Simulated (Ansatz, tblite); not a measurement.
# SiH2: rung by rung, part 1 of 2

How do method and basis change the picture of SiH2 (singlet)?

Computed with Ansatz 0.2.0, Gaussian basis. Level: as each input shows.

Plan: GFN1-xTB, GFN2-xTB, PBE-D4/def2-TZVP, r2SCAN-D4/def2-TZVP, r2SCANh-D4/def2-TZVP, HSE06-D4/def2-TZVP, ωB97M-V/def2-TZVP, CAM-B3LYP-D4/def2-TZVP, B2PLYP/def2-TZVP, HF/def2-TZVP, r2SCAN0-D4/def2-TZVP, PBE-D4/def2-SVP, PBE0-D4/def2-SVP, HF/STO-3G, PBE0-D4/def2-TZVPD, PBE-D4/def2-TZVPD, r2SCAN-D4/def2-TZVPD, CCSD(T)/def2-TZVPP, MP2/def2-TZVP, RPA/def2-TZVP, CCSD(T)/def2-TZVPD.

## Step 1: The relaxed structure

The singlet was relaxed beforehand with r2SCAN-D4/def2-TZVP.

3 atoms, charge 0, spin multiplicity 1.

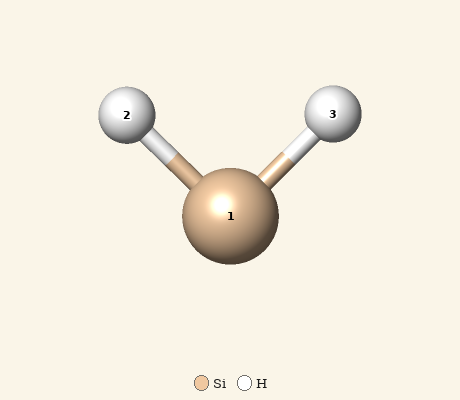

The geometry (silicon light orange, hydrogen white); atoms are numbered from 1 in the order of the file.

PBE0-D4/def2-TZVP was run before; its log isn't repeated, and its numbers join the tables.

## Step 2: GFN1-xTB

Tight binding, by tblite at 300 K electronic temperature and without a spin-polarisation term:

```python
tblite.interface.Calculator('GFN1-xTB', numbers, positions, charge=0, uhf=0).singlepoint()
```

Energy -77.0097 eV, HOMO -10.22 eV, LUMO -7.63 eV; 0.002 s.

## Step 3: GFN2-xTB

Tight binding, by tblite at 300 K electronic temperature and without a spin-polarisation term:

```python
tblite.interface.Calculator('GFN2-xTB', numbers, positions, charge=0, uhf=0).singlepoint()
```

Energy -72.6118 eV, HOMO -8.65 eV, LUMO -6.37 eV; 0.001 s.

## Step 4: PBE-D4/def2-TZVP

start.molden holds the orbitals of an earlier run on this state, given as this run's starting guess.

Contents of in.yaml:

```yaml
crystal:
  periodic: [false, false, false]
  atoms:
    - {symbol: Si, position_ang: [0.005873, -0.008885, -0.713619]}
    - {symbol: H, position_ang: [1.082244, -0.019050, 0.366034]}
    - {symbol: H, position_ang: [-1.088118, 0.027935, 0.347585]}
basis:
  gaussian: {orbitals: def2-TZVP, initial_orbitals: start.molden}
hamiltonian: {xc: pbe, dispersion: d4}
scf: {omitted_lower_state_checks: [starts]}
output: {orbitals: {seedname: orbitals}}
```

Command:

```bash
ansatz run in.yaml --threads 4 --pin off --events-out ev --progress --plain --max-ram 3916MiB
```

What it wrote:

```text
Functional definition: PBE
  name "PBE"
  cite "Perdew, Burke & Ernzerhof, Phys. Rev. Lett. 77, 3865 (1996) doi:10.1103/PhysRevLett.77.3865"
  parent pbe
  parameter kappa = 0.804
  parameter beta = 0.06672455060314922
  exchange = pbe_x(kappa = kappa, mu = beta*pi^2/3)
  correlation = pbe_c(beta = beta)
these checks for a lower state are left out or cut short: starts
340 factors; their error is unknown
mean field evaluation 1: about -7903.7407 eV, gradient 6.0e0 eV
mean field evaluation 2: about -7903.7664 eV, gradient 3.5e-2 eV
mean field evaluation 4: about -7903.7604 eV, gradient 1.7e-5 eV
mean field -7903.76039758 eV, -290.4578372500 hartree, gradient 1.9e-5 eV, S^2 0.000000; 0 other end points of the search recorded, 0 dependent functions left out
reference -7903.76042680 eV, -290.4578383236 hartree; 8, 8 occupied and 41, 41 virtual orbitals, 340 factors
Total energy: -7903.78302648 eV, -290.4586688467 hartree
Checks for a lower state left out: starts
```

Wall time 0.15 s (4 threads of Arm Neoverse V2, shared host).

Report: HOMO -5.84 eV, LUMO -4.02 eV.

## Step 5: r2SCAN-D4/def2-TZVP

in.yaml: that of step 4 with these lines changed.

```diff
@@ -8,3 +8,3 @@
   gaussian: {orbitals: def2-TZVP, initial_orbitals: start.molden}
-hamiltonian: {xc: pbe, dispersion: d4}
+hamiltonian: {xc: r2scan, dispersion: d4}
 scf: {omitted_lower_state_checks: [starts]}
```

Same command.

What it wrote:

```text
Functional definition: r2SCAN
  name "r2SCAN"
  cite "Furness, Kaplan, Ning, Perdew & Sun, J. Phys. Chem. Lett. 11, 8208 (2020) doi:10.1021/acs.jpclett.0c02405"
  cite "Furness, Kaplan, Ning, Perdew & Sun, J. Phys. Chem. Lett. 11, 9248 (2020) doi:10.1021/acs.jpclett.0c03077"
  parent r2scan
  parameter k0 = 0.174
  parameter k1 = 0.065
  parameter a1 = 4.9479
  exchange = r2scan_x(k0 = k0, k1 = k1, a1 = a1)
  correlation = r2scan_c
these checks for a lower state are left out or cut short: starts
340 factors; their error is unknown
mean field evaluation 1: about -7907.0279 eV, gradient 4.2e0 eV
mean field evaluation 2: about -7907.0385 eV, gradient 1.6e-2 eV
mean field evaluation 4: about -7907.0311 eV, gradient 1.7e-5 eV
mean field -7907.03106367 eV, -290.5780320117 hartree, gradient 6.8e-5 eV, S^2 0.000000; 0 other end points of the search recorded, 0 dependent functions left out
reference -7907.03107256 eV, -290.5780323384 hartree; 8, 8 occupied and 41, 41 virtual orbitals, 340 factors
Total energy: -7907.03596760 eV, -290.5782122279 hartree
Checks for a lower state left out: starts
```

Wall time 0.45 s (4 threads of Arm Neoverse V2, shared host).

From the report: HOMO -6.05 eV, LUMO -3.82 eV.

## Step 6: r2SCANh-D4/def2-TZVP

in.yaml: that of step 5 with these lines changed.

```diff
@@ -8,3 +8,3 @@
   gaussian: {orbitals: def2-TZVP, initial_orbitals: start.molden}
-hamiltonian: {xc: r2scan, dispersion: d4}
+hamiltonian: {xc: {name: r2SCANh}, dispersion: d4}
 scf: {omitted_lower_state_checks: [starts]}
```

Same command.

What it wrote, cut to the lines that bear on the results:

```text
Functional definition: r2SCANh
  name "r2SCANh"
  cite "Bursch, Neugebauer, Ehlert & Grimme, J. Chem. Phys. 156, 134105 (2022) doi:10.1063/5.0086040"
  cite "Furness, Kaplan, Ning, Perdew & Sun, J. Phys. Chem. Lett. 11, 8208 (2020) doi:10.1021/acs.jpclett.0c02405"
  cite "Furness, Kaplan, Ning, Perdew & Sun, J. Phys. Chem. Lett. 11, 9248 (2020) doi:10.1021/acs.jpclett.0c03077"
  parent r2scan
[...]
340 factors; their error is unknown
[...]
mean field -7906.99291189 eV, -290.5766299596 hartree, gradient 6.3e-5 eV, S^2 0.000000; 0 other end points of the search recorded, 0 dependent functions left out
reference -7906.99292006 eV, -290.5766302600 hartree; 8, 8 occupied and 41, 41 virtual orbitals, 340 factors
Total energy: -7906.99809440 eV, -290.5768204135 hartree
Checks for a lower state left out: starts
```

It took 0.4 s on 4 threads of Arm Neoverse V2, shared host.

HOMO -6.43 eV, LUMO -3.49 eV.

## Step 7: HSE06-D4/def2-TZVP

in.yaml: that of step 6 with these lines changed.

```diff
@@ -8,3 +8,3 @@
   gaussian: {orbitals: def2-TZVP, initial_orbitals: start.molden}
-hamiltonian: {xc: {name: r2SCANh}, dispersion: d4}
+hamiltonian: {xc: hse06, dispersion: d4}
 scf: {omitted_lower_state_checks: [starts]}
```

The command is unchanged.

What it wrote, cut to the lines that bear on the results:

```text
Functional definition: HSE06
  name "HSE06"
  cite "Heyd, Scuseria & Ernzerhof, J. Chem. Phys. 118, 8207 (2003) doi:10.1063/1.1564060"
  cite "Krukau, Vydrov, Izmaylov & Scuseria, J. Chem. Phys. 125, 224106 (2006) doi:10.1063/1.2404663"
  cite "Heyd & Scuseria, J. Chem. Phys. 120, 7274 (2004) doi:10.1063/1.1668634"
  cite "Ernzerhof & Perdew, J. Chem. Phys. 109, 3313 (1998) doi:10.1063/1.476928"
  cite "Perdew, Burke & Ernzerhof, Phys. Rev. Lett. 77, 3865 (1996) doi:10.1103/PhysRevLett.77.3865"
  parent pbe
[...]
  # The whole range is PBE's own exchange, as in plane waves. The composition of these papers is wPBEh.
[...]
356 factors; their error is unknown
29 factors; integrals over basis functions are off by at most 4.8e-5 eV
[...]
mean field -7904.34191942 eV, -290.4792077833 hartree, gradient 6.2e-5 eV, S^2 0.000000; 0 other end points of the search recorded, 0 dependent functions left out
reference -7904.34194852 eV, -290.4792088528 hartree; 8, 8 occupied and 41, 41 virtual orbitals, 356 factors
Total energy: -7904.35888337 eV, -290.4798311971 hartree
Checks for a lower state left out: starts
```

Wall time 0.2 s (4 threads of Arm Neoverse V2, shared host).

Report: HOMO -6.48 eV, LUMO -3.48 eV.

## Step 8: ωB97M-V/def2-TZVP

in.yaml: that of step 7 with these lines changed.

```diff
@@ -8,3 +8,3 @@
   gaussian: {orbitals: def2-TZVP, initial_orbitals: start.molden}
-hamiltonian: {xc: hse06, dispersion: d4}
+hamiltonian: {xc: {name: wB97M-V}}
 scf: {omitted_lower_state_checks: [starts]}
```

Same command.

What it wrote, cut to the lines that bear on the results:

```text
Functional definition: wB97M-V
  name "wB97M-V"
  cite "Mardirossian & Head-Gordon, J. Chem. Phys. 144, 214110 (2016) doi:10.1063/1.4952647"
  cite "Becke, J. Chem. Phys. 107, 8554 (1997) doi:10.1063/1.475007"
  cite "Vydrov & Van Voorhis, J. Chem. Phys. 133, 244103 (2010) doi:10.1063/1.3521275"
  # Of w^i u^j: cxij and so on, Table III.
[...]
  gx(w, u) = 1 - cx + cx01*u + cx10*w
  gss(w, u) = css00 + css04*u^4 + css10*w + css20*w^2 + css43*w^4*u^3
  gos(w, u) = cos00 + cos10*w + (cos20 + cos21*u)*w^2 + (cos60 + cos61*u)*w^6
[...]
      + integral(e_c_pw_mod_opposite_spin*gos(b97_w_opposite, b97_u_opposite)) + vv10(b, c)
[...]
340 factors; their error is unknown
94 factors; integrals over basis functions are off by at most 4.3e-5 eV
[...]
mean field -7907.30554744 eV, -290.5881191044 hartree, gradient 3.0e-5 eV, S^2 0.000000; 0 other end points of the search recorded, 0 dependent functions left out
reference -7907.30558273 eV, -290.5881204012 hartree; 8, 8 occupied and 41, 41 virtual orbitals, 340 factors
Total energy: -7907.30558273 eV, -290.5881204012 hartree
Checks for a lower state left out: starts
```

Run time: 0.4 s. Hardware: 4 threads of Arm Neoverse V2, shared host.

From the report: HOMO -8.97 eV, LUMO -1.07 eV.

## Step 9: CAM-B3LYP-D4/def2-TZVP

in.yaml: that of step 8 with these lines changed.

```diff
@@ -8,3 +8,3 @@
   gaussian: {orbitals: def2-TZVP, initial_orbitals: start.molden}
-hamiltonian: {xc: {name: wB97M-V}}
+hamiltonian: {xc: {name: CAM-B3LYP}, dispersion: d4}
 scf: {omitted_lower_state_checks: [starts]}
```

Same command.

What it wrote, cut to the lines that bear on the results:

```text
Functional definition: CAM-B3LYP
  name "CAM-B3LYP"
  cite "Yanai, Tew & Handy, Chem. Phys. Lett. 393, 51 (2004) doi:10.1016/j.cplett.2004.06.011"
  cite "Iikura, Tsuneda, Yanai & Hirao, J. Chem. Phys. 115, 3540 (2001) doi:10.1063/1.1383587"
  cite "Becke, Phys. Rev. A 38, 3098 (1988) doi:10.1103/PhysRevA.38.3098"
  cite "Lee, Yang & Parr, Phys. Rev. B 37, 785 (1988) doi:10.1103/PhysRevB.37.785"
  cite "Vosko, Wilk & Nusair, Can. J. Phys. 58, 1200 (1980) doi:10.1139/p80-159"
[...]
  # Exact exchange under (alpha + beta erf(omega r))/r, Becke's under what is left of 1/r.
[...]
349 factors; their error is unknown
105 factors; integrals over basis functions are off by at most 5.2e-5 eV
[...]
mean field -7908.14146620 eV, -290.6188385520 hartree, gradient 1.4e-5 eV, S^2 0.000000; 0 other end points of the search recorded, 0 dependent functions left out
reference -7908.14155744 eV, -290.6188419051 hartree; 8, 8 occupied and 41, 41 virtual orbitals, 349 factors
Total energy: -7908.15983833 eV, -290.6195137152 hartree
Checks for a lower state left out: starts
```

Wall time 0.2 s (4 threads of Arm Neoverse V2, shared host).

From the report: HOMO -8.17 eV, LUMO -1.97 eV.

## Step 10: B2PLYP/def2-TZVP

in.yaml: that of step 9 with these lines changed.

```diff
@@ -8,4 +8,3 @@
   gaussian: {orbitals: def2-TZVP, initial_orbitals: start.molden}
-hamiltonian: {xc: {name: CAM-B3LYP}, dispersion: d4}
+hamiltonian: {xc: {name: B2PLYP}}
 scf: {omitted_lower_state_checks: [starts]}
-output: {orbitals: {seedname: orbitals}}
```

The command is unchanged.

What it wrote, cut to the lines that bear on the results:

```text
Functional definition: B2PLYP
  name "B2PLYP"
  cite "Grimme, J. Chem. Phys. 124, 034108 (2006) doi:10.1063/1.2148954"
  cite "Becke, Phys. Rev. A 38, 3098 (1988) doi:10.1103/PhysRevA.38.3098"
  cite "Lee, Yang & Parr, Phys. Rev. B 37, 785 (1988) doi:10.1103/PhysRevB.37.785"
[...]
318 factors; integrals over basis functions are off by at most 5.8e-4 eV
[...]
mean field -7903.66274322 eV, -290.4542485181 hartree, gradient 2.2e-6 eV, S^2 0.000000; 0 other end points of the search recorded, 0 dependent functions left out; unrestricted orbitals would lower it
5 core orbitals not correlated: weight in the atoms' cores, before any rotation towards them, 1.000 or more for the frozen orbitals, at most 0.000 for the correlated occupied ones
reference -7903.66286139 eV, -290.4542528610 hartree; 3, 3 occupied and 41, 41 virtual orbitals, 318 factors
second order -3.51877763 eV of doubles, -0.00000000 eV of singles
Total energy: -7904.61293135 eV, -290.4891672881 hartree
Checks for a lower state left out: starts
```

It took 0.25 s on 4 threads of Arm Neoverse V2, shared host.

 Doubts: restricted state is unstable towards broken spin symmetry.

## Step 11: HF/def2-TZVP

in.yaml: that of step 10 with these lines changed.

```diff
@@ -8,3 +8,4 @@
   gaussian: {orbitals: def2-TZVP, initial_orbitals: start.molden}
-hamiltonian: {xc: {name: B2PLYP}}
+hamiltonian: {xc: hf}
 scf: {omitted_lower_state_checks: [starts]}
+output: {orbitals: {seedname: orbitals}}
```

The command is unchanged.

What it wrote:

```text
Functional definition: HF
  name "HF"
  cite "Fock, Z. Phys. 61, 126 (1930) doi:10.1007/BF01340294"
  parent pbe
  exchange = exact_x
  correlation = 0
these checks for a lower state are left out or cut short: starts
396 factors; their error is unknown
mean field evaluation 1: about -7891.6556 eV, gradient 1.7e1 eV
mean field evaluation 2: about -7891.8533 eV, gradient 2.7e-1 eV
mean field evaluation 4: about -7892.0031 eV, gradient 2.7e-1 eV
mean field -7892.00314455 eV, -290.0257661702 hartree, gradient 2.9e-5 eV, S^2 0.000000; 0 other end points of the search recorded, 0 dependent functions left out
reference -7892.00314455 eV, -290.0257661702 hartree; 8, 8 occupied and 41, 41 virtual orbitals, 396 factors
Total energy: -7892.00314455 eV, -290.0257661702 hartree
Checks for a lower state left out: starts
```

Run time: 0.1 s. Hardware: 4 threads of Arm Neoverse V2, shared host.

Report: HOMO -9.25 eV, LUMO 0.15 eV.

## Step 12: r2SCAN0-D4/def2-TZVP

in.yaml: that of step 11 with these lines changed.

```diff
@@ -8,3 +8,3 @@
   gaussian: {orbitals: def2-TZVP, initial_orbitals: start.molden}
-hamiltonian: {xc: hf}
+hamiltonian: {xc: {name: r2SCAN0}, dispersion: d4}
 scf: {omitted_lower_state_checks: [starts]}
```

The command is unchanged.

What it wrote, cut to the lines that bear on the results:

```text
Functional definition: r2SCAN0
  name "r2SCAN0"
  cite "Bursch, Neugebauer, Ehlert & Grimme, J. Chem. Phys. 156, 134105 (2022) doi:10.1063/5.0086040"
  cite "Furness, Kaplan, Ning, Perdew & Sun, J. Phys. Chem. Lett. 11, 8208 (2020) doi:10.1021/acs.jpclett.0c02405"
  cite "Furness, Kaplan, Ning, Perdew & Sun, J. Phys. Chem. Lett. 11, 9248 (2020) doi:10.1021/acs.jpclett.0c03077"
  parent r2scan
[...]
356 factors; their error is unknown
[...]
mean field -7906.94206563 eV, -290.5747613943 hartree, gradient 6.6e-5 eV, S^2 0.000000; 0 other end points of the search recorded, 0 dependent functions left out
reference -7906.94207274 eV, -290.5747616553 hartree; 8, 8 occupied and 41, 41 virtual orbitals, 356 factors
Total energy: -7906.94781707 eV, -290.5749727555 hartree
Checks for a lower state left out: starts
```

Wall time 0.45 s (4 threads of Arm Neoverse V2, shared host).

HOMO -7.01 eV, LUMO -2.99 eV.

## Step 13: PBE-D4/def2-SVP

in.yaml: that of step 12 with these lines changed.

```diff
@@ -7,4 +7,4 @@
 basis:
-  gaussian: {orbitals: def2-TZVP, initial_orbitals: start.molden}
-hamiltonian: {xc: {name: r2SCAN0}, dispersion: d4}
+  gaussian: {orbitals: def2-SVP, initial_orbitals: start.molden}
+hamiltonian: {xc: pbe, dispersion: d4}
 scf: {omitted_lower_state_checks: [starts]}
```

Same command.

What it wrote:

```text
Functional definition: PBE
  name "PBE"
  cite "Perdew, Burke & Ernzerhof, Phys. Rev. Lett. 77, 3865 (1996) doi:10.1103/PhysRevLett.77.3865"
  parent pbe
  parameter kappa = 0.804
  parameter beta = 0.06672455060314922
  exchange = pbe_x(kappa = kappa, mu = beta*pi^2/3)
  correlation = pbe_c(beta = beta)
these checks for a lower state are left out or cut short: starts
312 factors; their error is unknown
mean field evaluation 1: about -7900.9721 eV, gradient 3.7e0 eV
mean field evaluation 2: about -7901.0088 eV, gradient 3.1e-2 eV
mean field evaluation 4: about -7900.9771 eV, gradient 1.7e-5 eV
mean field -7900.97708293 eV, -290.3555523232 hartree, gradient 1.6e-5 eV, S^2 0.000000; 0 other end points of the search recorded, 0 dependent functions left out
reference -7900.97710757 eV, -290.3555532287 hartree; 8, 8 occupied and 20, 20 virtual orbitals, 312 factors
Total energy: -7900.99970726 eV, -290.3563837517 hartree
Checks for a lower state left out: starts
```

Wall time 0.1 s (4 threads of Arm Neoverse V2, shared host).

HOMO -5.76 eV, LUMO -3.98 eV.

## Step 14: PBE0-D4/def2-SVP

in.yaml: that of step 13 with these lines changed.

```diff
@@ -8,3 +8,3 @@
   gaussian: {orbitals: def2-SVP, initial_orbitals: start.molden}
-hamiltonian: {xc: pbe, dispersion: d4}
+hamiltonian: {xc: pbe0, dispersion: d4}
 scf: {omitted_lower_state_checks: [starts]}
```

The command is unchanged.

What it wrote:

```text
Functional definition: PBE0
  name "PBE0"
  cite "Adamo & Barone, J. Chem. Phys. 110, 6158 (1999) doi:10.1063/1.478522"
  cite "Perdew, Burke & Ernzerhof, Phys. Rev. Lett. 77, 3865 (1996) doi:10.1103/PhysRevLett.77.3865"
  parent pbe
  parameter a = 0.25
  parameter kappa = 0.804
  parameter beta = 0.06672455060314922
  exchange = (1 - a)*pbe_x(kappa = kappa, mu = beta*pi^2/3) + a*exact_x
  correlation = pbe_c(beta = beta)
these checks for a lower state are left out or cut short: starts
272 factors; integrals over basis functions are off by at most 7.0e-4 eV
mean field evaluation 1: about -7901.7706 eV, gradient 2.1e0 eV
mean field evaluation 2: about -7901.7846 eV, gradient 9.7e-3 eV
mean field evaluation 4: about -7901.7836 eV, gradient 9.1e-6 eV
mean field -7901.78364104 eV, -290.3851927868 hartree, gradient 1.0e-5 eV, S^2 0.000000; 0 other end points of the search recorded, 0 dependent functions left out
reference -7901.78365961 eV, -290.3851934694 hartree; 8, 8 occupied and 20, 20 virtual orbitals, 272 factors
Total energy: -7901.80207097 eV, -290.3858700742 hartree
Checks for a lower state left out: starts
```

Run time: 0.15 s. Hardware: 4 threads of Arm Neoverse V2, shared host.

Report: HOMO -6.83 eV, LUMO -3.07 eV.

## Step 15: HF/STO-3G

in.yaml: that of step 14 with these lines changed.

```diff
@@ -7,4 +7,4 @@
 basis:
-  gaussian: {orbitals: def2-SVP, initial_orbitals: start.molden}
-hamiltonian: {xc: pbe0, dispersion: d4}
+  gaussian: {orbitals: STO-3G}
+hamiltonian: {xc: hf}
 scf: {omitted_lower_state_checks: [starts]}
```

Launched as before.

What it wrote:

```text
Functional definition: HF
  name "HF"
  cite "Fock, Z. Phys. 61, 126 (1930) doi:10.1007/BF01340294"
  parent pbe
  exchange = exact_x
  correlation = 0
these checks for a lower state are left out or cut short: starts
116 factors; integrals over basis functions are off by at most 1.2e-5 eV
mean field evaluation 1: about -7800.2487 eV, gradient 6.6e0 eV
mean field evaluation 2: about -7800.2552 eV, gradient 6.6e0 eV
mean field evaluation 4: about -7800.4969 eV, gradient 2.7e-1 eV
mean field evaluation 8: about -7800.4973 eV, gradient 8.7e-6 eV
mean field -7800.49725730 eV, -286.6629868387 hartree, gradient 8.7e-6 eV, S^2 0.000000; 0 other end points of the search recorded, 0 dependent functions left out
reference -7800.49725730 eV, -286.6629868387 hartree; 8, 8 occupied and 3, 3 virtual orbitals, 116 factors
Total energy: -7800.49725730 eV, -286.6629868387 hartree
Checks for a lower state left out: starts
```

It took 0.05 s on 4 threads of Arm Neoverse V2, shared host.

Report: HOMO -6.36 eV, LUMO 5.98 eV.

## Step 16: PBE0-D4/def2-TZVPD

in.yaml: that of step 15 with these lines changed.

```diff
@@ -7,4 +7,4 @@
 basis:
-  gaussian: {orbitals: STO-3G}
-hamiltonian: {xc: hf}
+  gaussian: {orbitals: def2-TZVPD, initial_orbitals: start.molden}
+hamiltonian: {xc: pbe0, dispersion: d4}
 scf: {omitted_lower_state_checks: [starts]}
```

Same command.

What it wrote:

```text
Functional definition: PBE0
  name "PBE0"
  cite "Adamo & Barone, J. Chem. Phys. 110, 6158 (1999) doi:10.1063/1.478522"
  cite "Perdew, Burke & Ernzerhof, Phys. Rev. Lett. 77, 3865 (1996) doi:10.1103/PhysRevLett.77.3865"
  parent pbe
  parameter a = 0.25
  parameter kappa = 0.804
  parameter beta = 0.06672455060314922
  exchange = (1 - a)*pbe_x(kappa = kappa, mu = beta*pi^2/3) + a*exact_x
  correlation = pbe_c(beta = beta)
these checks for a lower state are left out or cut short: starts
398 factors; their error is unknown
mean field evaluation 1: about -7904.5248 eV, gradient 2.4e0 eV
mean field evaluation 2: about -7904.5301 eV, gradient 1.1e-2 eV
mean field evaluation 4: about -7904.5345 eV, gradient 1.2e-5 eV
mean field -7904.53453885 eV, -290.4862864167 hartree, gradient 1.8e-5 eV, S^2 0.000000; 0 other end points of the search recorded, 0 dependent functions left out
reference -7904.53456094 eV, -290.4862872287 hartree; 8, 8 occupied and 53, 53 virtual orbitals, 398 factors
Total energy: -7904.55297230 eV, -290.4869638335 hartree
Checks for a lower state left out: starts
```

It took 0.2 s on 4 threads of Arm Neoverse V2, shared host.

From the report: HOMO -6.89 eV, LUMO -3.11 eV.

## Step 17: PBE-D4/def2-TZVPD

in.yaml: that of step 16 with these lines changed.

```diff
@@ -8,3 +8,3 @@
   gaussian: {orbitals: def2-TZVPD, initial_orbitals: start.molden}
-hamiltonian: {xc: pbe0, dispersion: d4}
+hamiltonian: {xc: pbe, dispersion: d4}
 scf: {omitted_lower_state_checks: [starts]}
```

The command is unchanged.

What it wrote:

```text
Functional definition: PBE
  name "PBE"
  cite "Perdew, Burke & Ernzerhof, Phys. Rev. Lett. 77, 3865 (1996) doi:10.1103/PhysRevLett.77.3865"
  parent pbe
  parameter kappa = 0.804
  parameter beta = 0.06672455060314922
  exchange = pbe_x(kappa = kappa, mu = beta*pi^2/3)
  correlation = pbe_c(beta = beta)
these checks for a lower state are left out or cut short: starts
377 factors; their error is unknown
mean field evaluation 1: about -7903.7397 eV, gradient 6.6e0 eV
mean field evaluation 2: about -7903.7729 eV, gradient 5.0e-2 eV
mean field evaluation 4: about -7903.7680 eV, gradient 3.3e-5 eV
mean field -7903.76796699 eV, -290.4581154204 hartree, gradient 5.7e-5 eV, S^2 0.000000; 0 other end points of the search recorded, 0 dependent functions left out
reference -7903.76799762 eV, -290.4581165460 hartree; 8, 8 occupied and 53, 53 virtual orbitals, 377 factors
Total energy: -7903.79059730 eV, -290.4589470691 hartree
Checks for a lower state left out: starts
```

Run time: 0.2 s. Hardware: 4 threads of Arm Neoverse V2, shared host.

From the report: HOMO -5.86 eV, LUMO -4.04 eV.

(Continued in part 2 of 2.)
